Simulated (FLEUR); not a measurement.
# MnO (Manganosite): parallel and opposed starts

Aim: find out whether MnO (Manganosite) carries moments, and which collinear order costs least.

Program: FLEUR MaX-R8.1. Level of theory: PBE with U = 4 eV on Mn d; all-electron FLAPW, Dirac cores, scalar-relativistic bands. Results are calculated unless marked as measured.

**1. The starting structure**

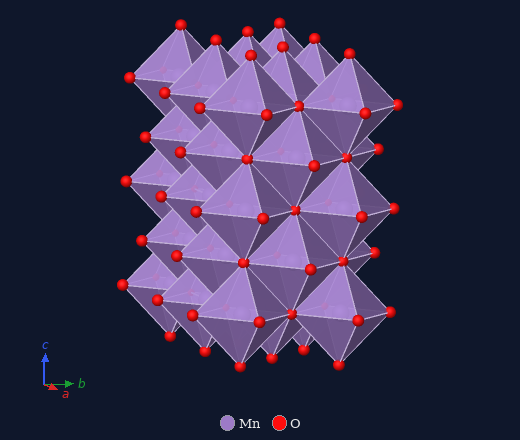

The starting structure, seen slightly off an axis (manganese light purple, oxygen red). 2×1×2 cells are drawn. This picture shows the conventional cell, with its axes. Some periodic images of atoms are drawn too.

As a file:

```xyz
2
Lattice="0.0000 2.2230 2.2230 2.2230 0.0000 2.2230 2.2230 2.2230 0.0000" Properties=species:S:1:pos:R:3 pbc="T T T"
Mn    0.0000    0.0000    0.0000
O     2.2230    2.2230    2.2230
```

**2. Order 1, typed as ferro +**

The parallel start comes first: it shows whether parallel moments hold. The U counters the self-interaction that shrinks the moments of a localised shell.

inpgen writes inp.xml from crystal.txt; cutoffs, mixing, functional, smearing and local orbitals are then set in the file. The k list default-1 (kpts.xml, not shown) is a Γ-centred 10×10×10 mesh; where the ranks do not divide the number of points, some are split in two of half the weight.

The input, inp.xml:

```
<?xml version="1.0" encoding="UTF-8" standalone="no"?>
<fleurInput fleurInputVersion="0.39">
   <comment>
      MnO
   </comment>
   <calculationSetup>
      <cutoffs Kmax="4.05" Gmax="12.1" GmaxXC="12.1" numbands="0"/>
      <scfLoop itmax="120" minDistance="0.0001" maxIterBroyd="15" imix="Anderson" alpha="0.05" precondParam="0.0" spinf="2.0" sdNocoIR="T"/>
      <coreElectrons ctail="T" frcor="F" kcrel="0" coretail_lmax="0"/>
      <xcFunctional name="pbe" relativisticCorrections="F"/>
      <magnetism jspins="2"/>
      <soc l_soc="F" theta="0.0" phi="0.0" spav="F"/>
      <expertModes spex="0" secvar="F"/>
      <geometryOptimization l_f="F" forcealpha="1.0" forcemix="BFGS" epsdisp="0.00001" epsforce="0.00001"/>
      <ldaU l_linMix="F" mixParam="0.05" spinf="1.0"/>
   </calculationSetup>
   <cell>
      <bzIntegration valenceElectrons="21.0" mode="hist" fermiSmearingEnergy="0.00183747">
         <kPointListSelection listName="default-1"/>
         <xi:include xmlns:xi="http://www.w3.org/2001/XInclude" href="kpts.xml"> </xi:include>
      </bzIntegration>
      <xi:include xmlns:xi="http://www.w3.org/2001/XInclude" href="sym.xml"> </xi:include>
      <bulkLattice scale="1.0">
         <bravaisMatrix>
            <row-1>    0.0000000000000000     4.2008611749857998     4.2008611749857998</row-1>
            <row-2>    4.2008611749857998     0.0000000000000000     4.2008611749857998</row-2>
            <row-3>    4.2008611749857998     4.2008611749857998     0.0000000000000000</row-3>
         </bravaisMatrix>
      </bulkLattice>
   </cell>
   <atomSpecies>
      <species name="Manganese 4.500" element="Mn" atomicNumber="25">
         <mtSphere radius="2.62" gridPoints="867" logIncrement="0.014"/>
         <atomicCutoffs lmax="10" lnonsphr="8"/>
         <electronConfig flipSpins="F">
            <coreConfig>(1s1/2) (2s1/2) (2p1/2) (2p3/2)</coreConfig>
            <valenceConfig>(3s1/2) (3p1/2) (3p3/2) (4s1/2) (3d3/2) (3d5/2)</valenceConfig>
            <stateOccupation state="(3d3/2)" spinUp="1.75" spinDown="0.25"/>
            <stateOccupation state="(3d5/2)" spinUp="3.0" spinDown="0.0"/>
         </electronConfig>
         <energyParameters s="4" p="4" d="3" f="4"/>
         <ldaU l="2" U="4.0" J="0.0" l_amf="F"/>
         <lo type="SCLO" l="0" n="3" eDeriv="0"/>
         <lo type="SCLO" l="1" n="3" eDeriv="0"/>
      </species>
      <species name="Oxygen (O)" element="O" atomicNumber="8">
         <mtSphere radius="1.48" gridPoints="489" logIncrement="0.022"/>
         <atomicCutoffs lmax="6" lnonsphr="4"/>
         <electronConfig flipSpins="F">
            <coreConfig>(1s1/2)</coreConfig>
            <valenceConfig>(2s1/2) (2p1/2) (2p3/2)</valenceConfig>
            <stateOccupation state="(2p1/2)" spinUp="0.666667" spinDown="0.666667"/>
            <stateOccupation state="(2p3/2)" spinUp="1.333333" spinDown="1.333333"/>
         </electronConfig>
         <energyParameters s="2" p="2" d="3" f="4"/>
      </species>
   </atomSpecies>
   <atomGroups>
      <atomGroup species="Manganese 4.500">
         <relPos label="                   1">.0000000000 .0000000000 .0000000000</relPos>
         <force calculate="T" relaxXYZ="TTT"/>
      </atomGroup>
      <atomGroup species="Oxygen (O)">
         <relPos label="                   2">1.000/2.000 1.000/2.000 1.000/2.000</relPos>
         <force calculate="T" relaxXYZ="TTT"/>
      </atomGroup>
   </atomGroups>
   <output dos="F" band="F" slice="F">
      <bandDOS minEnergy="-.5*Htr" maxEnergy="0.5*Htr" sigma="0.015" storeEVData="T"/>
      <plotting iplot="0" polar="F">
         <plot TwoD="T" vec1="  1.0  0.0  0.0" vec2="  0.0  1.0  0.0" vec3="  0.0  0.0  1.0" zero="  0.0  0.0  0.0" file="plot"/>
      </plotting>
      <moessbauerParams electricFieldGradient="F" isomerShift="F" coreHyperfine="F" valenceHyperfine="F"/>
   </output>
</fleurInput>
```

The input, crystal.txt:

```
MnO
&input film=F cartesian=F /
0.00000000000  2.22300000000  2.22300000000
2.22300000000  0.00000000000  2.22300000000
2.22300000000  2.22300000000  0.00000000000
1.8897261246
1.0 1.0 1.0

2
25 0.00000000000  0.00000000000  0.00000000000 : 4.500
8 0.50000000000  0.50000000000  0.50000000000

&kpt div1=10 div2=10 div3=10 gamma=T /
```

Run with:

```sh
OMP_NUM_THREADS=1 inpgen -f crystal.txt > inpgen.log  # inp.xml is then edited as shown
OMP_NUM_THREADS=1 mpirun -n 4 fleur_MPI > fleur.log
```

Output:

```text
Welcome to FLEUR        (www.flapw.de)
      MaX-Release 8.1          (www.max-centre.eu)

 ========== k-point set info ==========
 Selected k-point list: default-1
 k-point list type: mesh
 0 x 0 x 0
 Number of k points: 48

 ------------Calculation Setup---------------------------
 Number of MPI-tasks      :            4
 Number of PE/node        :            4
 Number of OMP-threads    :            1
 k-points in parallel     :            4
 pe's per k-point         :            1
 No of k-point loops      :           12
 Eigenvalue solver        :       lapack
 Number of basis functions:          186
 Approximate size of matrices (H+S) per k-point:         0.001 GB
 --------------------------------------------------------
 no density matrix found ... skipping LDA+U
 Reset of history
 Iteration:     1   Distance:      21.16315887 me/bohr^3
 Iteration:     2   Distance:      19.05186525 me/bohr^3
 Iteration:     3   Distance:      16.38019204 me/bohr^3
 Iteration:     4   Distance:       8.27245131 me/bohr^3
 Iteration:     5   Distance:       6.02534407 me/bohr^3
 Iteration:     6   Distance:       2.72586415 me/bohr^3
 Iteration:     7   Distance:       1.11057861 me/bohr^3
 Iteration:     8   Distance:       0.54526242 me/bohr^3
 Iteration:     9   Distance:       0.28516775 me/bohr^3
 Iteration:    10   Distance:       0.13439698 me/bohr^3
 Iteration:    11   Distance:       0.05209912 me/bohr^3
 Iteration:    12   Distance:       0.02130439 me/bohr^3
 Iteration:    13   Distance:       0.00564353 me/bohr^3
 Iteration:    14   Distance:       0.00586732 me/bohr^3
 Iteration:    15   Distance:       0.00032189 me/bohr^3
 Iteration:    16   Distance:       0.00018981 me/bohr^3
 Iteration:    17   Distance:       0.00018271 me/bohr^3
 Iteration:    18   Distance:       0.00011752 me/bohr^3
 Iteration:    19   Distance:       0.00003181 me/bohr^3

 ********************************************************************
 Run finished successfully
 Stop message:
   all done
 ********************************************************************

--- out.xml (last complete iteration) ---
<iteration numberForCurrentRun="   19" overallNumber="   19">
         [... left out ...]
         <bandgap value="0.3262296649" units="eV"/>
         <sumValenceSingleParticleEnergies value="-12.8670910231" units="Htr"/>
         <FermiEnergy value="0.3061443210" units="Htr"/>
         <valenceDensity>
            <mtCharges spin="1">
               <mtCharge atomType="1" total="9.4323668" s="1.1856206" p="3.2285872" d="4.9367570" f="0.0567256"/>
               <mtCharge atomType="2" total="2.4577632" s="0.7469973" p="1.7052409" d="0.0047823" f="0.0006235"/>
            </mtCharges>
            <mtCharges spin="2">
               <mtCharge atomType="1" total="4.7058883" s="1.1430216" p="3.1974025" d="0.2940680" f="0.0491091"/>
               <mtCharge atomType="2" total="2.3082164" s="0.7248151" p="1.5828170" d="0.0005112" f="0.0000503"/>
            </mtCharges>
            <spinDependentCharge spin="1" total="13.0000000" interstitial="1.1098700" mtSpheres="11.8901300"/>
            <spinDependentCharge spin="2" total="8.0000000" interstitial="0.9858953" mtSpheres="7.0141047"/>
            <totalCharge value="21.0000000000"/>
         </valenceDensity>
         [... left out ...]
         <allElectronCharges>
            <spinDependentCharge spin="1" total="19.0000000" interstitial="1.1098700" mtSpheres="17.8901300"/>
            <spinDependentCharge spin="2" total="14.0000000" interstitial="0.9858953" mtSpheres="13.0141047"/>
            <totalCharge value="32.9999999988"/>
         </allElectronCharges>
         <magneticMomentsInMTSpheres units="muBohr">
            <globalMagMoment atomType="1" vec="0.00000   0.00000   4.72648"/>
            <localMagMoment atomType="1" vec="0.00000   0.00000   4.72648"/>
            <globalMagMoment atomType="2" vec="0.00000   0.00000   0.14955"/>
            <localMagMoment atomType="2" vec="0.00000   0.00000   0.14955"/>
         </magneticMomentsInMTSpheres>
         <moessbauerParams unitsHFF="kG" unitsIS="e/bohr^3" unitsEFG="Htr/bohr^2">
         </moessbauerParams>
         <totalEnergy value="    -1233.8872814876" units="Htr">
            <sumOfEigenvalues value="     -709.6787480773">
               <coreElectrons value="-696.8116570541"/>
               <valenceElectrons value="-12.8670910231"/>
            </sumOfEigenvalues>
            <densityCoulombPotentialIntegral value="-1878.7500211157"/>
            <densityEffectivePotentialIntegral value="-1957.8122063671"/>
            <chargeDenXCDenIntegral value="-61.0038869472"/>
            <FockExchangeEnergyValence value="0.0000000000"/>
            <FockExchangeEnergyCore value="0.0000000000"/>
            <atomTypeDependentContributions atomType="1">
               <electronNucleiInteractionDifferentMTs value="1382.6482458947"/>
               <MadelungTerm value="-8.0107900774"/>
            </atomTypeDependentContributions>
            <atomTypeDependentContributions atomType="2">
               <electronNucleiInteractionDifferentMTs value="87.0656264052"/>
               <MadelungTerm value="-4.2774733598"/>
            </atomTypeDependentContributions>
            <dftUCorrection value="-0.3602934647"/>
            <tkbTimesEntropy value="0.0000030714"/>
            <freeEnergy value="-1233.8872845590"/>
            <extrapolationTo0K value="-1233.8872830233"/>
         </totalEnergy>
         <ldaUDensityMatrix>
            <densityMatrixFor spin="1" atomType="1" uIndex="1" l="2" U="4.00000000" J="0.00000000">
               (+0.99209,+0.00000) (+0.00000,+0.00000) (+0.00000,+0.00000) (+0.00000,+0.00000) (+0.02371,+0.00000)
               (+0.00000,+0.00000) (+0.96838,+0.00000) (+0.00000,+0.00000) (+0.00000,+0.00000) (+0.00000,+0.00000)
               (+0.00000,+0.00000) (+0.00000,+0.00000) (+1.01581,+0.00000) (+0.00000,+0.00000) (+0.00000,+0.00000)
               (+0.00000,+0.00000) (+0.00000,+0.00000) (+0.00000,+0.00000) (+0.96838,+0.00000) (+0.00000,+0.00000)
               (+0.02371,+0.00000) (+0.00000,+0.00000) (+0.00000,+0.00000) (+0.00000,+0.00000) (+0.99209,+0.00000)
            </densityMatrixFor>
            <densityMatrixFor spin="2" atomType="1" uIndex="1" l="2" U="4.00000000" J="0.00000000">
               (+0.06684,+0.00000) (+0.00000,+0.00000) (+0.00000,+0.00000) (+0.00000,+0.00000) (+0.04014,+0.00000)
               (+0.00000,+0.00000) (+0.02670,+0.00000) (+0.00000,+0.00000) (+0.00000,+0.00000) (+0.00000,+0.00000)
               (+0.00000,+0.00000) (+0.00000,+0.00000) (+0.10698,+0.00000) (+0.00000,+0.00000) (+0.00000,+0.00000)
               (+0.00000,+0.00000) (+0.00000,+0.00000) (+0.00000,+0.00000) (+0.02670,+0.00000) (+0.00000,+0.00000)
               (+0.04014,+0.00000) (+0.00000,+0.00000) (+0.00000,+0.00000) (+0.00000,+0.00000) (+0.06684,+0.00000)
            </densityMatrixFor>
         </ldaUDensityMatrix>
         <ldaUDensityMatrixConvergence>
            <distance spin="1" distance="0.000000"/>
            <distance spin="2" distance="0.000000"/>
         </ldaUDensityMatrixConvergence>
         <densityConvergence units="me/bohr^3">
            <chargeDensity spin="1" distance="0.0000259751"/>
            <chargeDensity spin="2" distance="0.0000147988"/>
            <overallChargeDensity distance="0.0000278439"/>
            <spinDensity distance="0.0000318141"/>
         </densityConvergence>
      </iteration>
```

Elapsed: 15 s, on 4 MPI ranks of AMD EPYC 7R13 (Zen 3), shared host; peak memory 0.25 GiB.

Spin moment in the muffin-tin sphere by atom:

```tsv
atom	spin moment in the muffin-tin sphere (μB)
Mn1	4.73
O2	0.15
```

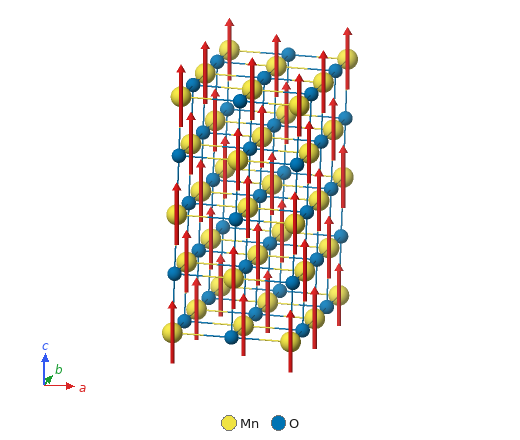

Spin moment in the muffin-tin sphere as arrows, the longest 4.73 μB. Up and down stand for the sign. Arrows give size and sign along the axis of quantisation, drawn up and down the page. 1×2×2 conventional cells are drawn. Some periodic images of atoms are drawn too.

Numbers from this step:

```
free energy                                                       : -33575.7835 eV
program's band gap on this mesh (in a metal only a level spacing) : 0.3262 eV
magnetization                                                     : 5 μB
final state                                                       : ferromagnetic
```

After 19 cycles the largest moment stands at 4.73 μB.

(Part 1 of 3 ends here.)

[Logs and program files are shortened in this print: banners, set-up blocks, solver, clock and traceback lines can be left out without a mark of their own.]

[Logs are printed without paths, hosts, clocks, repeated set-up lines and the standing remarks that a program may print on its own settings, such as how far it seeks lower states.]

[Hosts, paths, dates, database ids (printed as entryN), source tags and the programs' standing remarks are cut or masked in the printed files.]

[Where a cell is said to come from a database of computed structures, the database is the Materials Project.]
